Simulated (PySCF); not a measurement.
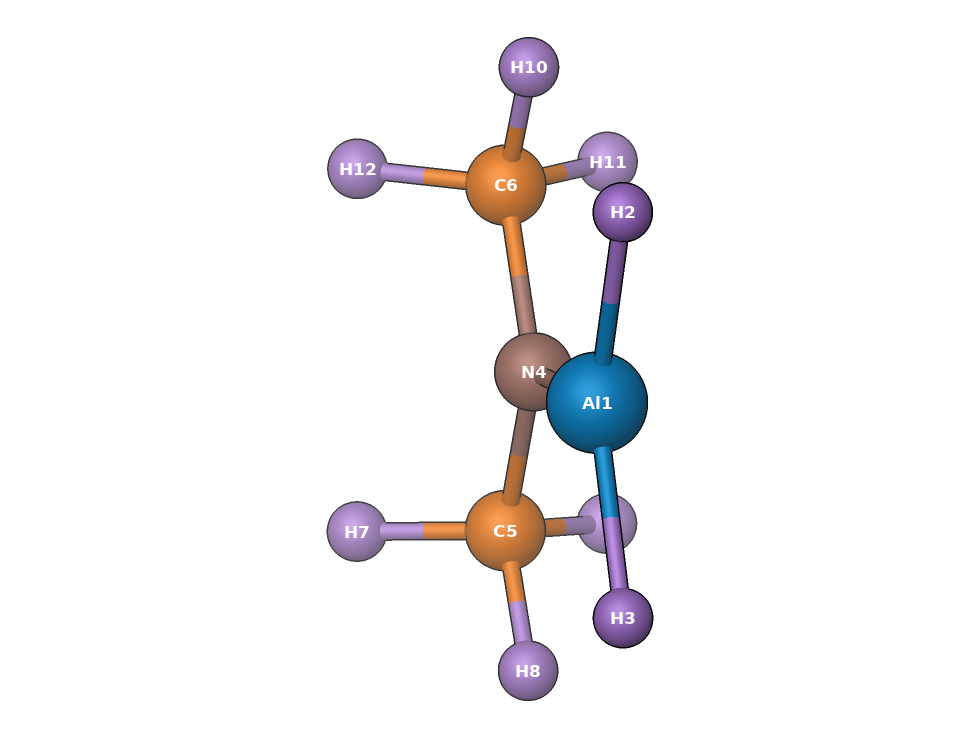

N4 lies behind Al1. The molecule seen a little off the Al1–N4 bond, Al1 in front. Distant atoms are faded towards the background colour. The computed structure is the end point of a PBE0-D3(BJ)/def2-SVP optimisation. No frequency run is at hand to confirm it as a minimum.

### What is the torsion angle H2–Al1–N4–C5? The sign is positive where the front bond must turn clockwise to cover the back bond.

180°, antiperiplanar (anti).
